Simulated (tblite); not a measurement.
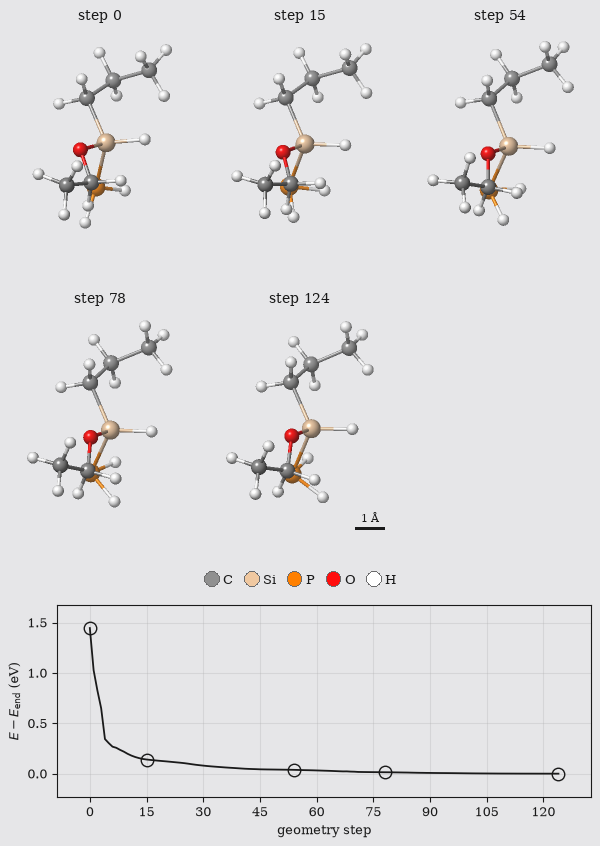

Frames of a relaxation of C5H15OPSi, marked on the history of the run. A ball-and-stick model, seen from a free direction.

Theory: GFN2-xTB geometry optimisation, gas phase (tblite). 

> Describe the path.

Over 124 geometry steps the energy falls by 1.445 eV. The largest move after the best rigid fit is that of an H atom, 1.40 Å. Largest moves by element: H 1.40 Å, O 0.43 Å, C 0.32 Å, P 0.24 Å, Si 0.23 Å. Some distances before and after: O–Si 1.734 → 1.622 Å, H–P 1.450 → 1.385 Å, P–Si 2.194 → 2.255 Å, C–H 1.140 → 1.094 Å. Among the angles between lasting bonds that change: H–P–H 113.8° → 92.4°, Si–P–H 114.0° → 95.6°, Si–P–H 113.1° → 96.0°. Groups turn about C–C by about 20°, O–Si by about 20°. From step 0 to 15: an H atom moves most (0.36 Å), energy −1.305 eV. From step 15 to 54: an H atom moves most (0.42 Å), energy −0.103 eV. From step 54 to 78: an H atom moves most (0.49 Å), energy −0.024 eV. From step 78 to 124: H atoms move most (0.32 Å), energy −0.014 eV.

```json
{"step": "0", "E − E(0), eV": "0.0000"}
{"step": "1", "E − E(0), eV": "-0.4182"}
{"step": "2", "E − E(0), eV": "-0.6194"}
{"step": "3", "E − E(0), eV": "-0.7966"}
{"step": "4", "E − E(0), eV": "-1.1017"}
{"step": "5", "E − E(0), eV": "-1.1418"}
{"step": "6", "E − E(0), eV": "-1.1773"}
{"step": "7", "E − E(0), eV": "-1.1886"}
{"step": "8", "E − E(0), eV": "-1.2092"}
{"step": "9", "E − E(0), eV": "-1.2269"}
{"step": "10", "E − E(0), eV": "-1.2484"}
{"step": "16", "E − E(0), eV": "-1.3088"}
{"step": "22", "E − E(0), eV": "-1.3298"}
{"step": "28", "E − E(0), eV": "-1.3568"}
{"step": "34", "E − E(0), eV": "-1.3783"}
{"step": "40", "E − E(0), eV": "-1.3938"}
{"step": "46", "E − E(0), eV": "-1.4028"}
{"step": "52", "E − E(0), eV": "-1.4061"}
{"step": "58", "E − E(0), eV": "-1.4111"}
{"step": "64", "E − E(0), eV": "-1.4182"}
{"step": "70", "E − E(0), eV": "-1.4257"}
{"step": "76", "E − E(0), eV": "-1.4304"}
{"step": "82", "E − E(0), eV": "-1.4331"}
{"step": "88", "E − E(0), eV": "-1.4370"}
{"step": "94", "E − E(0), eV": "-1.4394"}
{"step": "100", "E − E(0), eV": "-1.4419"}
{"step": "106", "E − E(0), eV": "-1.4436"}
{"step": "112", "E − E(0), eV": "-1.4446"}
{"step": "118", "E − E(0), eV": "-1.4451"}
{"step": "124", "E − E(0), eV": "-1.4453"}
```
